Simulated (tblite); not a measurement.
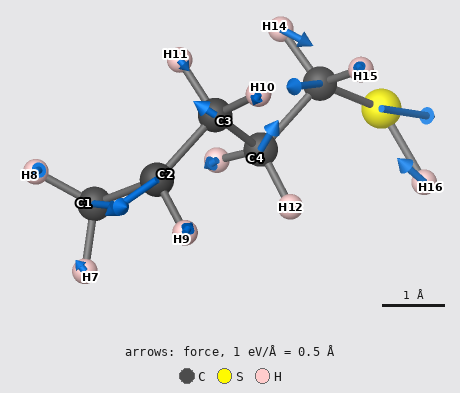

Starting geometry of C₅H₁₀S (charge −1, multiplicity 2) with the computed forces as blue arrows. A ball-and-stick model, seen from a free direction.

These are results of tblite 0.8.0, GFN2-xTB geometry optimisation, gas phase, not measurements. 

### Is this structure relaxed? If not, where do the atoms go?

It isn't relaxed: the largest force vector, on the S atom, is 3.21 eV/Å. The final displacements follow the starting forces only in part (cosine between the two patterns 0.47). The largest move after the best rigid fit is that of an H atom, 0.87 Å. Largest moves by element: H 0.87 Å, S 0.56 Å, C 0.52 Å. Near-neighbour distances that change, for instance: C–S 1.797 → 2.344 Å, C–S 2.788 → 3.214 Å, C–C 1.501 → 1.344 Å, H–S 1.394 → 1.324 Å. Bonds break, among them: C–S (1.80 → 2.34 Å). Bond angles that change, for instance: C–C–H 109.5° → 122.1°, C–C–H 105.4° → 115.3°, C–C–C 115.3° → 124.8°. Over 93 geometry steps the energy falls by 44.9 kcal/mol. The run took 0.57 s on 1 thread of Arm Neoverse V1, with other jobs on the host.
